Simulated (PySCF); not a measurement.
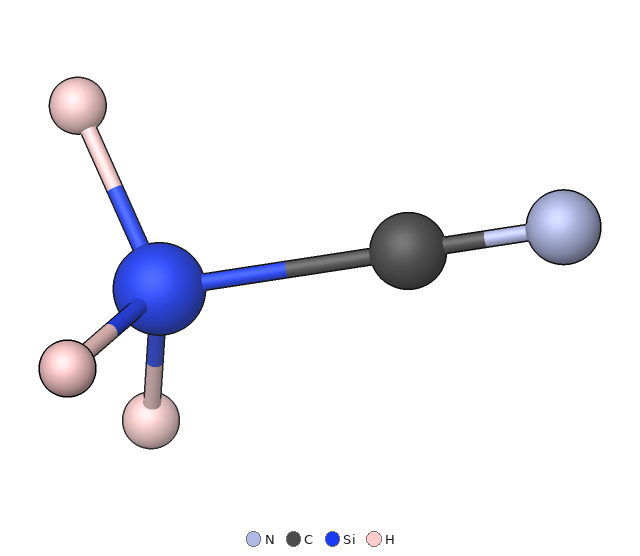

Computed geometry: PBE0-D3(BJ)/def2-SVP optimisation. No frequency run is at hand to confirm it as a minimum. Program: PySCF 2.14.0.

At this fixed geometry, give HOMO–LUMO gap (eV), HOMO energy (eV) at these levels: BHandHLYP/aug-pcX-1 (pcseg-1 on H) (def2-SVPD on Si); CAM-B3LYP/def2-SVPD; CAM-B3LYP/def2-SVPD in acetone (IEF-PCM); CAM-B3LYP/def2-SVPD in dimethylsulfoxide (IEF-PCM); PBE0/pcSseg-1 in acetone (IEF-PCM); PBE0/pcSseg-1 in dimethylsulfoxide (IEF-PCM).

```csv
level,HOMO–LUMO gap (eV),HOMO energy (eV)
BHandHLYP/aug-pcX-1 (pcseg-1 on H) (def2-SVPD on Si),11.39,−11.04
CAM-B3LYP/def2-SVPD,11.75,−11.26
CAM-B3LYP/def2-SVPD in acetone (IEF-PCM),11.78,−11.22
CAM-B3LYP/def2-SVPD in dimethylsulfoxide (IEF-PCM),11.78,−11.22
PBE0/pcSseg-1 in acetone (IEF-PCM),9.32,−9.81
PBE0/pcSseg-1 in dimethylsulfoxide (IEF-PCM),9.32,−9.81
```
